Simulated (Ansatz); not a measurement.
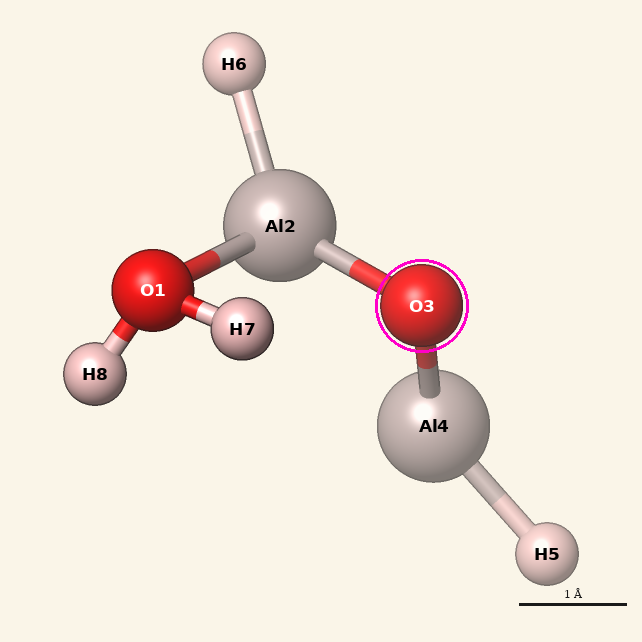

Orthographic view. Atoms fade into the background with distance from the viewer. The computed structure is the end point of a PBE-D4/def2-SVP optimisation. No frequency run is at hand to confirm it as a minimum.

Q: Which atoms are bonded to the circled atom?

A: The circled atom is O3; it is bonded to Al2, Al4.

Q: Which two atoms are farthest apart in space?

A: H5 and H6, 5.49 Å.

Q: What is the shortest path along bonds from the circled atom to H7?

A: O3–Al2–O1–H7, 3 bonds; through space the two are 1.97 Å apart.

Q: Of O1 and Al2, which is nearer the viewer?

A: O1; the bond to Al2 points away from the viewer, so it looks shorter than its 2.04 Å.
